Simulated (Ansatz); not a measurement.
# Run report: CH$_{4}$ClNOSi, geometry relaxation

CH$_{4}$ClNOSi, computed with RKS PBE0-D4/def2-SVP (Ansatz 0.2.0).

The input holds or restrains some coordinates.

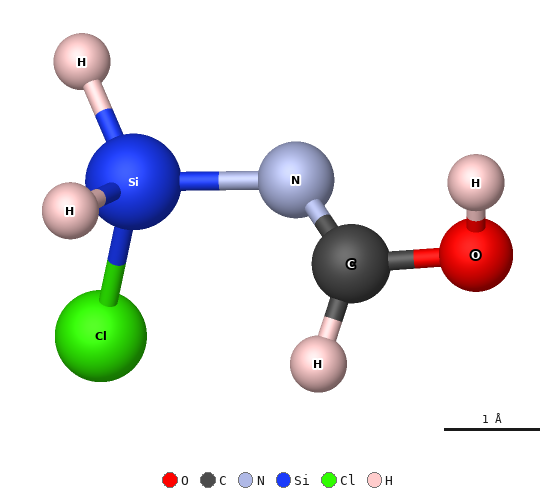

Fig. 1: The input geometry (ball-and-stick view, seen at a tilt).

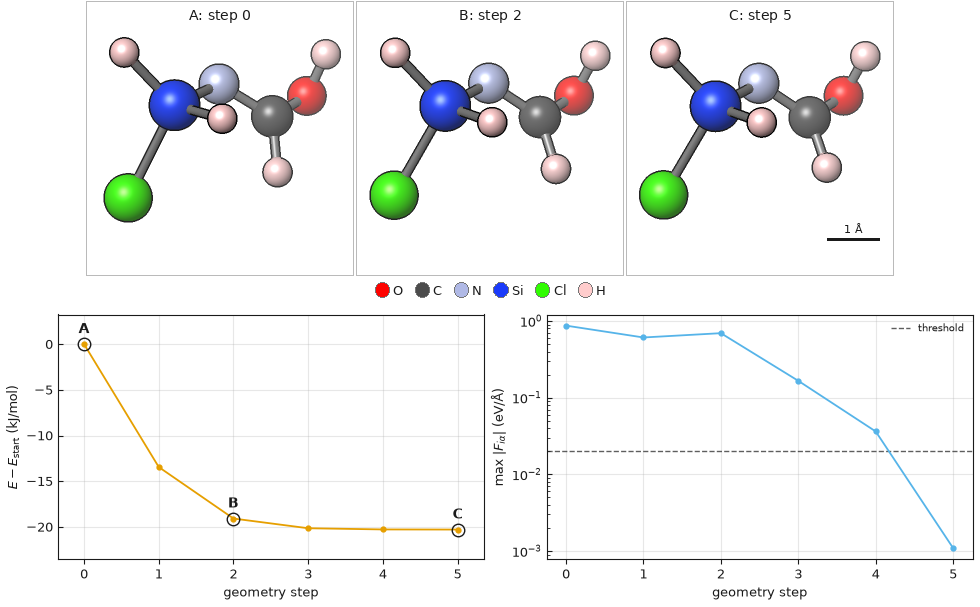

Fig. 2: Frames of the restrained relaxation (ball-and-stick view, seen at a tilt) above the curves, on which the letters mark them (the first geometry is step 0 here and step 1 in the log).

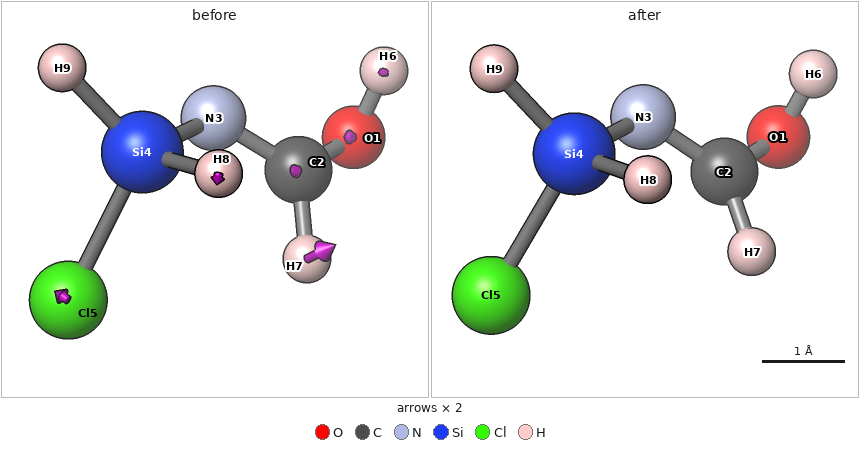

Fig. 3: Before (left) and after (right) the restrained relaxation, at one scale (ball-and-stick view, seen at a tilt). The pink arrows give the displacements, magnified 2 times. The atom that moves furthest after the best rigid fit is H7 (0.26 Å). By element the largest moves are H 0.26 Å, Cl 0.12 Å, O 0.09 Å, C 0.08 Å, Si 0.03 Å, N 0.02 Å. Among the angles that change: N3–C2–H7 122.1° → 126.5°, Cl5–Si4–H9 112.4° → 109.2°, O1–C2–H7 111.9° → 114.7°. After 5 geometry steps the energy has fallen by 20.3 kJ/mol. The largest force component goes from 0.87 to 0.0011 eV/Å. (Atoms are counted from 1 in the order of the input.)

These pictures come from the run below.

Input file
```yaml
crystal:
  periodic: [false, false, false]
  atoms:
    - { symbol: O, position_ang: [2.05566, 0.694602, -1.085457] }
    - { symbol: C, position_ang: [1.04181, 0.579309, -0.238425] }
    - { symbol: "N", position_ang: [0.062126, -0.145721, -0.567415] }
    - { symbol: Si, position_ang: [-1.31872, -0.265683, 0.450389] }
    - { symbol: Cl, position_ang: [-0.648732, -1.405093, 2.064214] }
    - { symbol: H, position_ang: [1.611852, 1.249306, -1.747834] }
    - { symbol: H, position_ang: [1.369802, 0.684105, 0.818333] }
    - { symbol: H, position_ang: [-1.697717, 1.073298, 0.982864] }
    - { symbol: H, position_ang: [-2.487719, -0.87682, -0.224984] }
basis:
  gaussian: { orbitals: def2-SVP }
hamiltonian:
  xc: pbe0
  dispersion: d4
output:
  forces: true
relax:
  f_tol: 0.02
  max_steps: 50
  escape_saddle: false
  constraints: [{ sites: [5, 0, 1, 2] }, { sites: [1, 2, 3, 4] }]
scf:
  lower_state_search: "off"
```

Launched with:
```bash
ansatz run input.yaml --threads 1 --pin off --max-ram 2560MiB --backend cpu --events-out ev --progress --plain --runs-dir out
```

What the program printed
```
The last accepted step is kept in [file] (removed where the run ends without a failure and the disk answers)
Engine: ansatz 0.2.0, aarch64-unknown-linux-gnu
Functional definition: PBE0
  parameter a = 0.25
  parameter kappa = 0.804
  parameter beta = 0.06672455060314922
  exchange = (1 - a)*pbe_x(kappa = kappa, mu = beta*pi^2/3) + a*exact_x
  correlation = pbe_c(beta = beta)
these checks for a lower state are left out or cut short: stability, starts, cluster_reference, orbital_swaps, neighbouring_geometries, increment
1033 factors; integrals over basis functions are off by at most 4.3e-4 eV
mean field evaluation 1: about -25012.4038 eV, gradient 5.1e1 eV
mean field evaluation 2: about -25005.3285 eV, gradient 7.6e1 eV
mean field evaluation 4: about -25017.5300 eV, gradient 4.8e0 eV
mean field evaluation 8: about -25017.6006 eV, gradient 7.1e-2 eV
mean field evaluation 16: about -25017.6006 eV, gradient 2.1e-5 eV
mean field -25017.60063622 eV, -919.3798658425 hartree, gradient 4.8e-6 eV, S^2 0.000000; 0 other end points of the search recorded, 0 dependent functions left out
the calculation of the forces begins
reference -25017.60065973 eV, -919.3798667065 hartree; 28, 28 occupied and 70, 70 virtual orbitals, 1033 factors
relax step   1: F+E_penalty+E_count = -25017.77845319 eV  Δ(F+E_penalty+E_count) = +0.000e0 eV  max|allowed force component| = 8.707e-1 eV/Å  Δτ_max = 0.0000 Å  (15 SCF iters, accepted)
these checks for a lower state are left out or cut short: stability, starts, cluster_reference, orbital_swaps, neighbouring_geometries, increment
1033 factors; integrals over basis functions are off by at most 4.3e-4 eV
mean field -25017.74007209 eV, -919.3849900161 hartree, gradient 1.3e-6 eV, S^2 0.000000; 0 other end points of the search recorded, 0 dependent functions left out
the calculation of the forces begins
reference -25017.74009553 eV, -919.3849908776 hartree; 28, 28 occupied and 70, 70 virtual orbitals, 1033 factors
relax step   2: F+E_penalty+E_count = -25017.91789159 eV  Δ(F+E_penalty+E_count) = -1.394e-1 eV  max|allowed force component| = 6.099e-1 eV/Å  Δτ_max = 0.1950 Å  (20 SCF iters, accepted)
these checks for a lower state are left out or cut short: stability, starts, cluster_reference, orbital_swaps, neighbouring_geometries, increment
1033 factors; integrals over basis functions are off by at most 4.2e-4 eV
mean field evaluation 32: about -25017.7986 eV, gradient 1.2e-6 eV
mean field -25017.79860017 eV, -919.3871408833 hartree, gradient 1.2e-6 eV, S^2 0.000000; 0 other end points of the search recorded, 0 dependent functions left out
the calculation of the forces begins
reference -25017.79862346 eV, -919.3871417392 hartree; 28, 28 occupied and 70, 70 virtual orbitals, 1033 factors
relax step   3: F+E_penalty+E_count = -25017.97630854 eV  Δ(F+E_penalty+E_count) = -5.842e-2 eV  max|allowed force component| = 6.940e-1 eV/Å  Δτ_max = 0.1950 Å  (20 SCF iters, accepted)
these checks for a lower state are left out or cut short: stability, starts, cluster_reference, orbital_swaps, neighbouring_geometries, increment
1033 factors; integrals over basis functions are off by at most 4.0e-4 eV
mean field -25017.80973906 eV, -919.3875502299 hartree, gradient 1.4e-6 eV, S^2 0.000000; 0 other end points of the search recorded, 0 dependent functions left out
the calculation of the forces begins
reference -25017.80976235 eV, -919.3875510860 hartree; 28, 28 occupied and 70, 70 virtual orbitals, 1033 factors
relax step   4: F+E_penalty+E_count = -25017.98730918 eV  Δ(F+E_penalty+E_count) = -1.100e-2 eV  max|allowed force component| = 1.660e-1 eV/Å  Δτ_max = 0.0610 Å  (21 SCF iters, accepted)
these checks for a lower state are left out or cut short: stability, starts, cluster_reference, orbital_swaps, neighbouring_geometries, increment
1033 factors; integrals over basis functions are off by at most 4.1e-4 eV
mean field -25017.81109413 eV, -919.3876000278 hartree, gradient 2.5e-6 eV, S^2 0.000000; 0 other end points of the search recorded, 0 dependent functions left out
the calculation of the forces begins
reference -25017.81111743 eV, -919.3876008843 hartree; 28, 28 occupied and 70, 70 virtual orbitals, 1033 factors
relax step   5: F+E_penalty+E_count = -25017.98866560 eV  Δ(F+E_penalty+E_count) = -1.356e-3 eV  max|allowed force component| = 3.629e-2 eV/Å  Δτ_max = 0.0262 Å  (15 SCF iters, accepted)
these checks for a lower state are left out or cut short: stability, starts, cluster_reference, orbital_swaps, neighbouring_geometries, increment
1033 factors; integrals over basis functions are off by at most 4.1e-4 eV
mean field -25017.81120500 eV, -919.3876041023 hartree, gradient 2.3e-6 eV, S^2 0.000000; 0 other end points of the search recorded, 0 dependent functions left out
the calculation of the forces begins
reference -25017.81122830 eV, -919.3876049584 hartree; 28, 28 occupied and 70, 70 virtual orbitals, 1033 factors
relax step   6: F+E_penalty+E_count = -25017.98880085 eV  Δ(F+E_penalty+E_count) = -1.353e-4 eV  max|allowed force component| = 1.094e-3 eV/Å  Δτ_max = 0.0063 Å  (13 SCF iters, accepted)
Total energy: -25017.98882415 eV, -919.3941314856 hartree
Atom 0 at     2.055660     0.694602    -1.085457 Å, force     0.575292     1.571098    -0.483232 eV/Å
Atom 1 at     1.041810     0.579309    -0.238425 Å, force    -0.493059    -1.532206     0.633914 eV/Å
Atom 2 at     0.062126    -0.145721    -0.567415 Å, force    -0.393098     0.795833    -0.024758 eV/Å
Atom 3 at    -1.318720    -0.265683     0.450389 Å, force    -0.158390    -0.489855     0.572431 eV/Å
Atom 4 at    -0.648732    -1.405093     2.064214 Å, force    -0.298325     0.079498     0.043732 eV/Å
Atom 5 at     1.611852     1.249306    -1.747834 Å, force     0.769349    -0.424022    -0.743047 eV/Å
Atom 6 at     1.203207     1.064064     0.746820 Å, force     0.000174    -0.000214     0.000455 eV/Å
Atom 7 at    -1.795362     1.054050     0.959967 Å, force    -0.000849     0.000324    -0.000050 eV/Å
Atom 8 at    -2.416997    -0.987772    -0.234963 Å, force    -0.001094    -0.000456     0.000554 eV/Å
Dipole moment:    -0.093561     0.593789    -0.204476 e Å
Checks for a lower state left out: stability, starts, cluster_reference, orbital_swaps, neighbouring_geometries, increment
```

Trajectory as extended XYZ (Å, eV, eV/Å), 6 frames, from step=1 to step=6
```
9
Properties=species:S:1:pos:R:3:forces:R:3 step=1 energy=-25017.77845
O     2.0557    0.6946   -1.0855    0.2820   2.2340  -0.6288
C     1.0418    0.5793   -0.2384    0.8665  -3.6107   1.4180
N     0.0621   -0.1457   -0.5674   -1.2573   1.2886  -0.6142
Si   -1.3187   -0.2657    0.4504    0.0204  -0.1136   0.6650
Cl   -0.6487   -1.4051    2.0642   -0.3408  -0.0396   0.0134
H     1.6119    1.2493   -1.7478    0.7515  -0.4825  -0.9067
H     1.3698    0.6841    0.8183   -0.3026   0.8707   0.0343
H    -1.6977    1.0733    0.9829   -0.1128   0.0220   0.0177
H    -2.4877   -0.8768   -0.2250    0.0931  -0.1688   0.0012
9
Properties=species:S:1:pos:R:3:forces:R:3 step=2 energy=-25017.91789
O     2.0557    0.6946   -1.0855    0.3939   1.9400  -0.4785
C     1.0418    0.5793   -0.2384    0.2820  -2.5548   1.6027
N     0.0621   -0.1457   -0.5674   -0.8230   1.0538  -0.3690
Si   -1.3187   -0.2657    0.4504   -0.0303  -0.2067   0.6716
Cl   -0.6487   -1.4051    2.0642   -0.3262  -0.0021   0.0166
H     1.6119    1.2493   -1.7478    0.7551  -0.4571  -0.8249
H     1.2929    0.8632    0.8244   -0.2367   0.3288  -0.6099
H    -1.7207    1.0702    0.9801   -0.0882  -0.0060  -0.0026
H    -2.4689   -0.9146   -0.2230    0.0735  -0.0958  -0.0059
9
Properties=species:S:1:pos:R:3:forces:R:3 step=3 energy=-25017.97631
O     2.0557    0.6946   -1.0855    0.5286   1.6448  -0.4163
C     1.0418    0.5793   -0.2384   -0.3438  -1.4888   1.3194
N     0.0621   -0.1457   -0.5674   -0.4541   0.8094  -0.1055
Si   -1.3187   -0.2657    0.4504   -0.1172  -0.3548   0.6359
Cl   -0.6487   -1.4051    2.0642   -0.3098   0.0510   0.0265
H     1.6119    1.2493   -1.7478    0.7635  -0.4232  -0.7508
H     1.2135    1.0368    0.7846   -0.0731  -0.1918  -0.6940
H    -1.7612    1.0640    0.9677   -0.0365  -0.0227  -0.0063
H    -2.4413   -0.9607   -0.2248    0.0426  -0.0240  -0.0089
9
Properties=species:S:1:pos:R:3:forces:R:3 step=4 energy=-25017.98731
O     2.0557    0.6946   -1.0855    0.5672   1.5840  -0.4789
C     1.0418    0.5793   -0.2384   -0.4928  -1.6448   0.4976
N     0.0621   -0.1457   -0.5674   -0.4155   0.8404  -0.0324
Si   -1.3187   -0.2657    0.4504   -0.1740  -0.5468   0.5687
Cl   -0.6487   -1.4051    2.0642   -0.2876   0.0829   0.0526
H     1.6119    1.2493   -1.7478    0.7690  -0.4273  -0.7466
H     1.2030    1.0531    0.7452    0.0427   0.1087   0.1660
H    -1.8186    1.0433    0.9657    0.0355   0.0156  -0.0183
H    -2.4035   -0.9973   -0.2420   -0.0446  -0.0128  -0.0087
9
Properties=species:S:1:pos:R:3:forces:R:3 step=5 energy=-25017.98867
O     2.0557    0.6946   -1.0855    0.5782   1.5647  -0.5043
C     1.0418    0.5793   -0.2384   -0.4646  -1.5178   0.6275
N     0.0621   -0.1457   -0.5674   -0.3882   0.8053  -0.0080
Si   -1.3187   -0.2657    0.4504   -0.1596  -0.5030   0.5695
Cl   -0.6487   -1.4051    2.0642   -0.2982   0.0794   0.0438
H     1.6119    1.2493   -1.7478    0.7699  -0.4252  -0.7449
H     1.2085    1.0667    0.7448   -0.0363  -0.0171   0.0107
H    -1.7952    1.0534    0.9598   -0.0050   0.0105   0.0033
H    -2.4172   -0.9883   -0.2348    0.0037   0.0032   0.0024
9
Properties=species:S:1:pos:R:3:forces:R:3 step=6 energy=-25017.98880
O     2.0557    0.6946   -1.0855    0.5753   1.5711  -0.4832
C     1.0418    0.5793   -0.2384   -0.4931  -1.5322   0.6339
N     0.0621   -0.1457   -0.5674   -0.3931   0.7958  -0.0248
Si   -1.3187   -0.2657    0.4504   -0.1584  -0.4899   0.5724
Cl   -0.6487   -1.4051    2.0642   -0.2983   0.0795   0.0437
H     1.6119    1.2493   -1.7478    0.7693  -0.4240  -0.7430
H     1.2032    1.0641    0.7468    0.0002  -0.0002   0.0005
H    -1.7954    1.0540    0.9600   -0.0008   0.0003  -0.0001
H    -2.4170   -0.9878   -0.2350   -0.0011  -0.0005   0.0006
```

Key numbers

- outcome: converged under the restraints of the input
- total energy: −25017.9888 eV
- mean-field energy: −25017.8112 eV
- largest force (length of the vector) at the end, held atoms and coordinates included: 1.741 eV/Å
- hardware: 1 thread of Arm Neoverse V1, 24 GiB of memory available, shared host
- wall time: 24 s
- peak memory: 0.18 GiB
